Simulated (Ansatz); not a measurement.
Single-point calculation, with input and output: C₃H₇NO

- system: C₃H₇NO, SMILES NCC1CO1
- method: RKS PBE-D4/def2-TZVPP (Ansatz 0.2.0)

The geometry comes from this level: PBE0-D4/def2-TZVP. Figures and captions count atoms from 1; the log counts them from 0 in places.

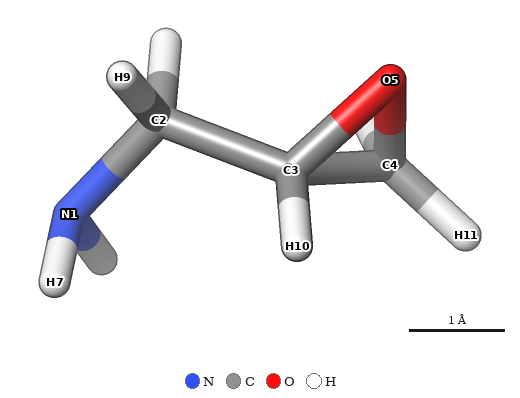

The structure as given in the input (stick view, seen at a tilt; atoms are numbered from 1 in the order of the input). Bond lengths as drawn: C–C 1.46 to 1.51 Å, C–H 1.09 Å, C–N 1.45 Å, C–O 1.42 Å and H–N 1.01 Å.

**Input**
```yaml
crystal:
  periodic: [false, false, false]
  atoms:
    - {symbol: N, position_ang: [-1.283162, 1.206340, 0.637117]}
    - {symbol: C, position_ang: [0.031719, 1.012546, 0.055236]}
    - {symbol: C, position_ang: [0.599361, -0.369603, 0.235681]}
    - {symbol: C, position_ang: [0.433545, -1.400829, -0.783671]}
    - {symbol: O, position_ang: [1.676083, -0.739036, -0.609493]}
    - {symbol: H, position_ang: [-1.937504, 0.520827, 0.279717]}
    - {symbol: H, position_ang: [-1.254945, 1.096249, 1.643112]}
    - {symbol: H, position_ang: [-0.010648, 1.232657, -1.015876]}
    - {symbol: H, position_ang: [0.715692, 1.745084, 0.494777]}
    - {symbol: H, position_ang: [0.714008, -0.697504, 1.270533]}
    - {symbol: H, position_ang: [0.422682, -2.450607, -0.501153]}
    - {symbol: H, position_ang: [-0.095829, -1.155826, -1.702580]}
basis:
  gaussian: {orbitals: def2-TZVPP}
hamiltonian: {xc: pbe, dispersion: d4}
output: {forces: true, orbitals: {seedname: orbitals}}
```

Run on 4 CPU threads, shared host.

**Output**
```
Functional definition: PBE
  name "PBE"
  cite "Perdew, Burke & Ernzerhof, Phys. Rev. Lett. 77, 3865 (1996) doi:10.1103/PhysRevLett.77.3865"
  parent pbe
  parameter kappa = 0.804
  parameter beta = 0.06672455060314922
  exchange = pbe_x(kappa = kappa, mu = beta*pi^2/3)
  correlation = pbe_c(beta = beta)
1259 factors; their error is unknown
mean field evaluation 1: about -6741.6632 eV, gradient 7.9e1 eV
mean field evaluation 2: about -6714.5546 eV, gradient 1.3e2 eV
mean field evaluation 4: about -6755.0854 eV, gradient 1.2e1 eV
mean field evaluation 8: about -6755.3538 eV, gradient 2.4e-1 eV
mean field evaluation 16: about -6755.3214 eV, gradient 1.5e-3 eV
mean field -6755.32143356 eV, -248.2534837621 hartree, gradient 1.3e-5 eV, S^2 0.000000; 0 other end points of the search recorded, 0 dependent functions left out
the calculation of the forces begins
reference -6755.32147430 eV, -248.2534852591 hartree; 20, 20 occupied and 233, 233 virtual orbitals, 1259 factors
Total energy: -6755.51699883 eV, -248.2606706533 hartree
Atom 0 at    -1.283162     1.206340     0.637117 Å, force    -0.142632     0.372172    -0.075302 eV/Å
Atom 1 at     0.031719     1.012546     0.055236 Å, force     0.063792    -0.016787    -0.007505 eV/Å
Atom 2 at     0.599361    -0.369603     0.235681 Å, force    -0.248642     0.230613     0.348671 eV/Å
Atom 3 at     0.433545    -1.400829    -0.783671 Å, force    -0.342116    -0.314152    -0.180180 eV/Å
Atom 4 at     1.676083    -0.739036    -0.609493 Å, force     0.939131     0.072873    -0.287996 eV/Å
Atom 5 at    -1.937504     0.520827     0.279717 Å, force    -0.233604    -0.240404    -0.105964 eV/Å
Atom 6 at    -1.254945     1.096249     1.643112 Å, force    -0.007994    -0.047383     0.345941 eV/Å
Atom 7 at    -0.010648     1.232657    -1.015876 Å, force    -0.002534     0.053985    -0.234510 eV/Å
Atom 8 at     0.715692     1.745084     0.494777 Å, force     0.146865     0.163223     0.087743 eV/Å
Atom 9 at     0.714008    -0.697504     1.270533 Å, force     0.001846    -0.067502     0.257506 eV/Å
Atom 10 at     0.422682    -2.450607    -0.501153 Å, force    -0.028616    -0.250334     0.061412 eV/Å
Atom 11 at    -0.095829    -1.155826    -1.702580 Å, force    -0.145497     0.043696    -0.209817 eV/Å
Dipole moment:    -0.291535    -0.226059     0.177487 e Å
```

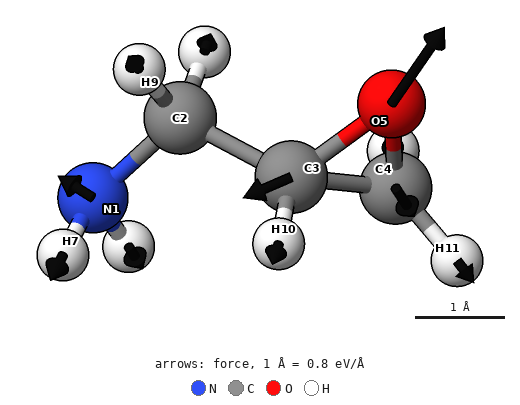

Forces on the atoms as black arrows (ball-and-stick view, seen at a tilt; atoms are numbered from 1 in the order of the input); the smallest are left out. The largest act on O5 (0.98 eV/Å); C4 (0.50 eV/Å); C3 (0.49 eV/Å); N1 (0.41 eV/Å), among others. The geometry is not a stationary point of this energy.

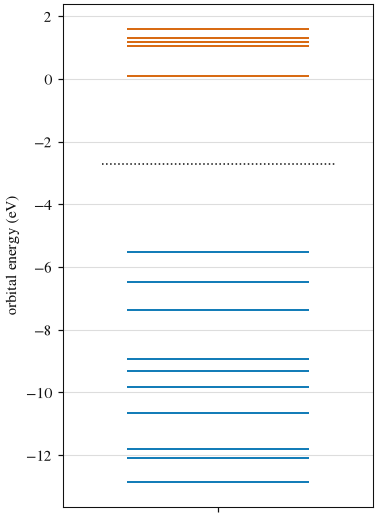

Orbital energies near the frontier; the dotted line parts filled from empty levels, and levels within 0.02 eV of each other stand side by side. Highest filled −5.53 eV, lowest empty 0.08 eV, 5.61 eV apart.

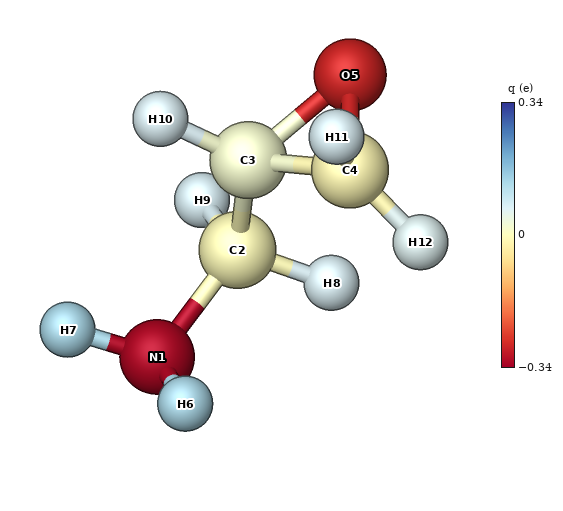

Mulliken charges, as the colour of each atom (ball-and-stick view, seen at a tilt; atoms are numbered from 1 in the order of the input). By element: N −0.32, C −0.02 to +0.02, O −0.28 and H +0.06 to +0.13 e.

**Summary**

- outcome: converged
- total energy: −6755.5170 eV
- mean-field energy: −6755.3215 eV
- dispersion energy: −0.1955 eV
- SCF solution under orbital rotations: stable
- HOMO: −5.53 eV
- LUMO: 0.08 eV
- largest force (length of the vector): 0.985 eV/Å
- dipole moment: 1.97 D
- wall time: 15 s (CPU time 18 s)
- peak memory: 0.3 GiB
